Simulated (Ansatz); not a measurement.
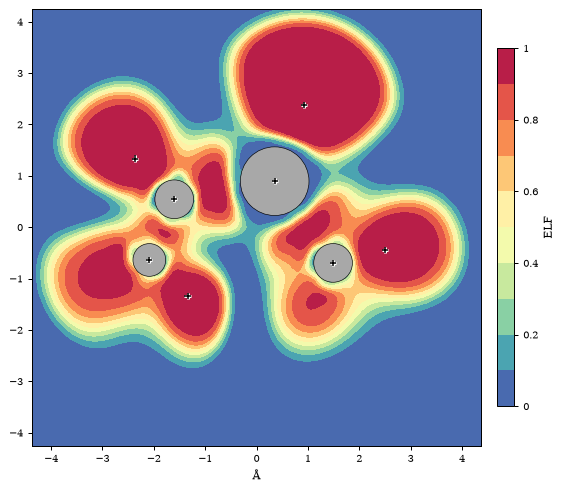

The ELF on a plane through atoms (crosses mark nuclei in the plane; grey discs cover the cores).

Theory: RKS PBE0-D4/def2-TZVPP in Ansatz.

Candidates:
A. C₃H₈AlN (SMILES C[CH2][AlH][CH]=N)
B. BFGaH₆NSi (SMILES N[SiH]([GaH2])BF)
C. ClH₄NOSSi (SMILES N[Si](O)(S)Cl)

**Which system is this?**

Candidate A: C₃H₈AlN on the plane of atoms Al3, C4 and H12, which holds C, Al, N and H. C–N (1.28 Å): the ELF peaks at about 0.90 between the atoms (a covalent bond). C–Al (1.96 Å): the ELF peaks at about 0.95 between the atoms (a polar covalent bond).
